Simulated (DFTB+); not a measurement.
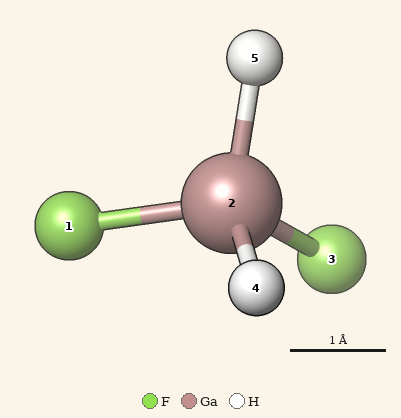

*The input geometry (ball-and-stick view, seen at a tilt; atoms are numbered from 1 in the order of the input). Sticks mark near contacts.*

Bond lengths as drawn: F–Ga 1.79 to 1.80 Å and Ga–H 1.55 Å.

**GaH$_{2}$F$_{2}$ (charge −1): single-point calculation**

GaH$_{2}$F$_{2}$, charge −1, SMILES [F][GaH2-][F], computed with GFN2-xTB, R-SCC, dispersion built in (DFTB+ 25.1).

The geometry comes from this level: GFN2-xTB.

**The input (dftb_in.hsd)**
```
# GFN2-XTB single point
Geometry = GenFormat {
  <<< "start.gen"
}

Hamiltonian = xTB {
  Method = "GFN2-xTB"
  Charge = -1
  Filling = Gaussian {
    Temperature [K] = 300
  }
}

Options {
  WriteResultsTag = Yes
}

ParserOptions {
  ParserVersion = 14
}
```

**File start.gen**
```
5 C
F Ga H
   1  1     -0.274910     -0.534640      1.633010
   2  2      0.069440     -0.037490     -0.057030
   3  1     -1.087530      1.262430     -0.501770
   4  3     -0.208340     -1.257870     -0.979630
   5  3      1.501350      0.567570     -0.094580
```

Launch command:
```bash
dftb+ > dftb.out
```

**Output**
```
|  DFTB+ development version (commit: a23bfb2)

Reading input file 'dftb_in.hsd'
Parser version: 14

--------------------------------------------------------------------------------

Processed input in HSD format written to 'dftb_pin.hsd'

Starting initialization...
--------------------------------------------------------------------------------
WARNING!
-> Dipole printed for a charged system : origin dependent quantity
OpenMP threads:              1
Chosen random seed:          727179068
Current stacksize:           unlimited
Mode:                        Static calculation
Self consistent charges:     Yes
SCC-tolerance:                 0.100000E-04
Max. scc iterations:                    100
Shell resolved Hubbard:      Yes
Spin polarisation:           No
Nr. of up electrons:            10.000000
Nr. of down electrons:          10.000000
Periodic boundaries:         No
Electronic solver:           Relatively robust
Mixer:                       Broyden mixer
Mixing parameter:                  0.200000
Nr. of chrg. vec. in memory:            100
Max. SCC-cycles:                        100
tblite library version:      0.3.0
-> parametrization:          GFN2-xTB
-> repulsion:                Yes
-> dispersion:               Yes
-> halogen bonding:          No
-> electrostatics:           Yes
   -> isotropic:             Yes
   -> anisotropic:           Yes
   -> third-order:           Yes
Electronic temperature:              0.950045E-03 H      0.258520E-01 eV
Initial charges:             Set automatically (system chrg:  -0.100E+01)
Included shells:             F:  s, p
                            Ga:  s, p, d
                             H:  s
Extra options:
                             Mulliken analysis

--------------------------------------------------------------------------------

***  Geometry step: 0

 iSCC Total electronic   Diff electronic      SCC error
    1   -0.11930035E+02    0.00000000E+00    0.13931988E+01
    2   -0.11997141E+02   -0.11930035E+02    0.99209754E+00
    3   -0.12042063E+02   -0.67106566E-01    0.44986452E+00
    4   -0.12061173E+02   -0.44921478E-01    0.32204494E+00
    5   -0.12027697E+02   -0.19110037E-01    0.56877895E+00
    6   -0.12086233E+02    0.33475715E-01    0.11854915E+00
    7   -0.12089398E+02   -0.58535920E-01    0.19549373E-01
    8   -0.12089365E+02   -0.31652117E-02    0.66057063E-02
    9   -0.12089377E+02    0.33347555E-04    0.24272191E-02
   10   -0.12089360E+02   -0.12388034E-04    0.24741843E-02
   11   -0.12089364E+02    0.16891932E-04    0.43442167E-03
   12   -0.12089366E+02   -0.35201844E-05    0.79840816E-04
   13   -0.12089366E+02   -0.27508125E-05    0.28347348E-04
   14   -0.12089366E+02    0.30720828E-06    0.10370454E-04
   15   -0.12089366E+02   -0.79692821E-07    0.71771984E-05

Total Energy:                      -12.0787341228 H         -328.6791 eV
Extrapolated to 0K:                -12.0787341228 H         -328.6791 eV
Total Mermin free energy:          -12.0787341228 H         -328.6791 eV
Force related energy:              -12.0787341228 H         -328.6791 eV

--------------------------------------------------------------------------------
--------------------------------------------------------------------------------
SCC                                    +       0.01 ( 86.8%)       0.03 ( 96.3%)
--------------------------------------------------------------------------------
Missing                                +       0.00 ( 13.2%)       0.00 (  3.7%)
Total                                  =       0.01 (100.0%)       0.03 (100.0%)
--------------------------------------------------------------------------------
```

**File band.out**
```
 KPT            1  SPIN            1  KWEIGHT    1.0000000000000000
     1    -15.9439  2.00000
     2    -15.8205  2.00000
     3     -9.7156  2.00000
     4     -7.7050  2.00000
     5     -7.5947  2.00000
     6     -7.5674  2.00000
     7     -7.4829  2.00000
     8     -7.2262  2.00000
     9     -6.9989  2.00000
    10     -6.2334  2.00000
    11      2.6934  0.00000
    12      3.3532  0.00000
    13      4.4555  0.00000
    14      4.4607  0.00000
    15      6.0079  0.00000
    16      7.2609  0.00000
    17     29.5253  0.00000
    18     33.4080  0.00000
    19     36.0431  0.00000
```

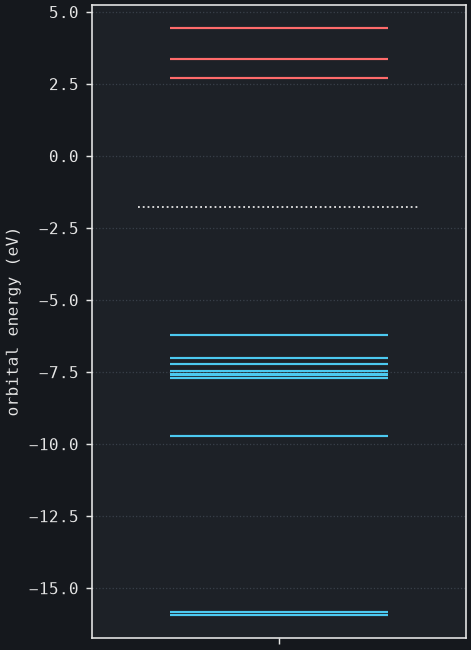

*Orbital energies near the frontier; the dotted line parts filled from empty levels, and levels within 0.02 eV of each other stand side by side.*

Highest filled −6.23 eV, lowest empty 2.69 eV, 8.92 eV apart.

**Summary**

| quantity | value |
| --- | --- |
| outcome | converged |
| Mermin free energy | −12.078734 hartree |
| basis functions | 19 |
| HOMO | −6.23 eV |
| LUMO | 2.69 eV |
| hardware | 1 thread of AMD EPYC (Zen 3), 32 GiB of memory available, shared host |
| peak memory | 0.071 GiB |

**Notes**

Settings chosen away from the usual ones: electronic_temperature.
